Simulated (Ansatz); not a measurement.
## Frequency calculation of TiNH4ClOF2

- system: TiNH4ClOF2
- method: RKS PBE0-D4/def2-SVP (Ansatz 0.2.0)

It belongs to a series of runs on one base structure; here: vibrations at the highest image of the band.

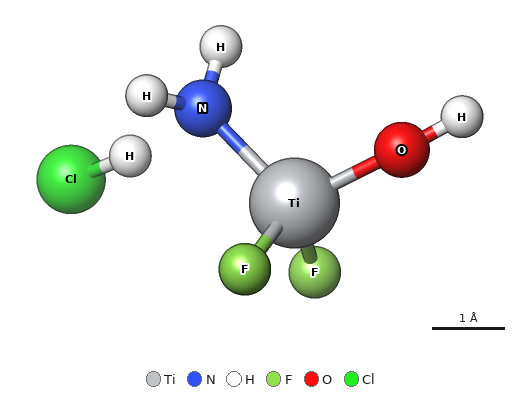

The structure (ball-and-stick view, seen at a tilt). Sticks mark near contacts. Bond lengths as drawn: Cl–H 1.32 Å, F–Ti 1.74 Å, H–N 1.02 Å, H–O 0.96 Å, N–Ti 1.89 Å and O–Ti 1.74 Å.

Summary:

| quantity | value |
| --- | --- |
| outcome | converged |
| total energy | −44647.9593 eV |
| mean-field energy | −44647.7748 eV |
| largest force (length of the vector) | 0.052 eV/Å |
| hardware | 4 threads of Arm Neoverse V2, 24 GiB of memory available, shared host |
| wall time | 86 s (CPU time 5.4 min) |
| peak memory | 0.35 GiB |

Input file:
```yaml
crystal:
  periodic: [false, false, false]
  atoms:
    - { symbol: Ti, position_ang: [0.041395, 0.293726, -0.040822] }
    - { symbol: "N", position_ang: [0.14634, -0.104096, 1.804043] }
    - { symbol: H, position_ang: [-0.679477, -0.274212, 2.376634] }
    - { symbol: H, position_ang: [0.867858, 0.332711, 2.377856] }
    - { symbol: F, position_ang: [1.522581, 1.106214, -0.447048] }
    - { symbol: O, position_ang: [-1.344298, 1.295681, -0.367553] }
    - { symbol: H, position_ang: [-2.243913, 1.60299, -0.496649] }
    - { symbol: F, position_ang: [-0.142502, -1.210431, -0.899576] }
    - { symbol: Cl, position_ang: [1.268498, -3.035358, 2.248759] }
    - { symbol: H, position_ang: [0.795818, -1.839829, 1.961255] }
basis:
  gaussian: { orbitals: def2-SVP }
hamiltonian:
  xc: pbe0
  dispersion: d4
phonons: {}
```

Command:
```bash
ansatz run input.yaml --threads 4 --pin off --max-ram 5120MiB --backend cpu --events-out ev --progress --plain --runs-dir out
```

The program's output:
```
Engine: ansatz 0.2.0, aarch64-unknown-linux-gnu
Functional definition: PBE0
  parameter a = 0.25
  parameter kappa = 0.804
  parameter beta = 0.06672455060314922
  exchange = (1 - a)*pbe_x(kappa = kappa, mu = beta*pi^2/3) + a*exact_x
  correlation = pbe_c(beta = beta)
1363 factors; integrals over basis functions are off by at most 3.4e-4 eV
mean field evaluation 1: about -44633.3701 eV, gradient 8.8e1 eV
mean field evaluation 2: about -44377.2215 eV, gradient 3.9e2 eV
mean field evaluation 4: about -44646.8706 eV, gradient 2.1e1 eV
mean field evaluation 8: about -44647.7295 eV, gradient 5.1e-1 eV
mean field evaluation 16: about -44647.7747 eV, gradient 2.5e-4 eV
mean field -44647.77474883 eV, -1640.7754586710 hartree, gradient 2.2e-5 eV, S^2 0.000000; 0 other end points of the search recorded, 0 dependent functions left out
the calculation of the forces begins
reference -44647.77482512 eV, -1640.7754614745 hartree; 38, 38 occupied and 87, 87 virtual orbitals, 1363 factors
these checks for a lower state are left out or cut short: stability, starts, cluster_reference, orbital_swaps, neighbouring_geometries, increment
1363 factors; integrals over basis functions are off by at most 3.4e-4 eV
mean field -44647.77458240 eV, -1640.7754525545 hartree, gradient 2.1e-6 eV, S^2 0.000000; 0 other end points of the search recorded, 0 dependent functions left out
[... from here on the field's lines of each further geometry are left out, up to the last ...]
the calculation of the forces begins
reference -44647.77480593 eV, -1640.7754607691 hartree; 38, 38 occupied and 87, 87 virtual orbitals, 1363 factors
these checks for a lower state are left out or cut short: stability, starts, cluster_reference, orbital_swaps, neighbouring_geometries, increment
1363 factors; integrals over basis functions are off by at most 3.4e-4 eV
mean field -44647.77475290 eV, -1640.7754588204 hartree, gradient 1.5e-6 eV, S^2 0.000000; 0 other end points of the search recorded, 0 dependent functions left out
the calculation of the forces begins
reference -44647.77482919 eV, -1640.7754616241 hartree; 38, 38 occupied and 87, 87 virtual orbitals, 1363 factors
WARN: phonons: modes at or below zero, which the zero-point energy, F, S and C_V leave out: 2, the lowest at -133.61 cm⁻¹. A minimum has none, and a first-order saddle one
Total energy: -44647.95931720 eV, -1640.7822414334 hartree
Atom 0 at     0.041395     0.293726    -0.040822 Å, force    -0.004259    -0.024294    -0.013889 eV/Å
Atom 1 at     0.146340    -0.104096     1.804043 Å, force    -0.013295    -0.006670    -0.009392 eV/Å
Atom 2 at    -0.679477    -0.274212     2.376634 Å, force     0.001869     0.008338     0.008079 eV/Å
Atom 3 at     0.867858     0.332711     2.377856 Å, force     0.002057    -0.005281     0.003799 eV/Å
Atom 4 at     1.522581     1.106214    -0.447048 Å, force     0.000802     0.001056    -0.004375 eV/Å
Atom 5 at    -1.344298     1.295681    -0.367553 Å, force     0.010882     0.033999     0.037229 eV/Å
Atom 6 at    -2.243913     1.602990    -0.496649 Å, force    -0.005169    -0.022910    -0.023497 eV/Å
Atom 7 at    -0.142502    -1.210431    -0.899576 Å, force     0.002771     0.007824     0.004040 eV/Å
Atom 8 at     1.268498    -3.035358     2.248759 Å, force     0.008354    -0.030901     0.005170 eV/Å
Atom 9 at     0.795818    -1.839829     1.961255 Å, force    -0.004013     0.038839    -0.007164 eV/Å
Dipole moment:    -0.739247     0.845255     0.173658 e Å
Vibrations: -133.61 -55.15 29.95 34.60 125.34 176.68 183.75 220.95 225.23 231.37 253.91 446.75 559.10 653.37 688.55 708.91 763.51 827.69 872.83 1491.80 2560.42 3543.95 3647.05 3985.59 cm⁻¹, zero-point energy 1.378166 eV
```

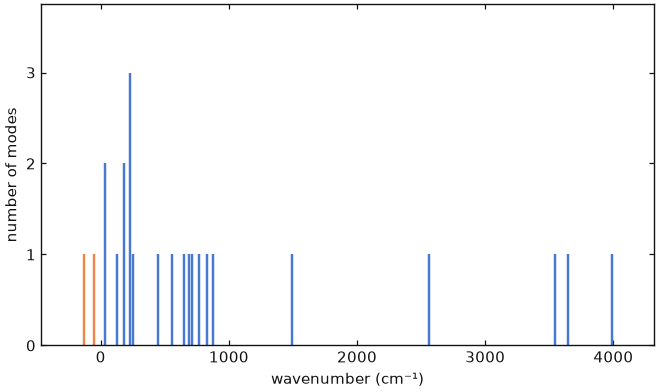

Harmonic vibrational wavenumbers from the force constants; neighbouring modes closer than 19 cm⁻¹ are counted in one stick, and imaginary ones are drawn at negative wavenumbers. 24 modes from 134i to 3986 cm⁻¹, 2 imaginary beyond 8i (134i, 55i cm⁻¹): not a minimum.
